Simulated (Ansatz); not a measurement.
Convergence study of zone-centre phonons against the mesh for Hf (P6_3/mmc, 2 atoms in the cell)

```
Hf
1.0
    1.60298    -2.77643     0.00000
    1.60298     2.77643     0.00000
    0.00000     0.00000     5.07525
Hf
2
Direct
  0.33333   0.66667   0.25000
  0.66667   0.33333   0.75000
```

Computed with PBE (plane waves, PAW; Ansatz, a first-principles code).

Base settings: basis.ecutwfc = 420 eV; kpoints.mp_grid.grid = 12 12 7; hamiltonian.xc = pbe; hamiltonian.pseudopotentials = {kind: paw} (the program's default PAW files); scf.occupations.method = fermi_dirac; scf.occupations.width = 0.1 eV.

In this ladder: phonons.method = dfpt.

Frequencies are those of the unrelaxed cell, without the LO-TO term of polar crystals.

Only quantities that move along the ladder and can be compared are tabulated.

Core times come from one kind of shared machine, to one figure; runs under 30 s give none.

The starting cell has typed, rounded lattice constants, without a prior relaxation at this level. Its lattice was rescaled by up to half a per cent.

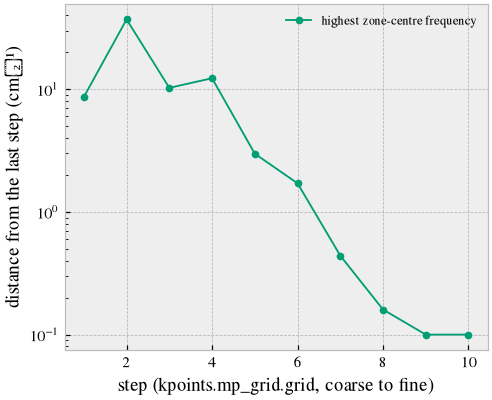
Figure. Distance from the last step along the ladder; very small values are drawn at a floor.

| kpoints.mp_grid.grid | highest zone-centre frequency (cm⁻¹) | core time / last (rough) |
|---|---|---|
| 3 3 2 | 109.2 | – |
| 4 4 2 | 137.6 | – |
| 5 5 3 | 110.8 | – |
| 6 6 4 | 112.8 | – |
| 7 7 4 | 103.5 | – |
| 9 9 5 | 102.2 | – |
| 11 11 6 | 100.1 | – |
| 14 14 8 | 100.7 | 0.08 |
| 17 17 10 | 100.5 | 0.2 |
| 22 22 12 | 100.5 | 0.5 |
| 27 27 15 | 100.5 | 1 |

Coarsest kpoints.mp_grid.grid that holds the highest zone-centre frequency within 2 cm⁻¹ of the last step, with all finer ones: 9 9 5; the step before is off by 3.0 cm⁻¹.

Keys are those of Ansatz 0.2.
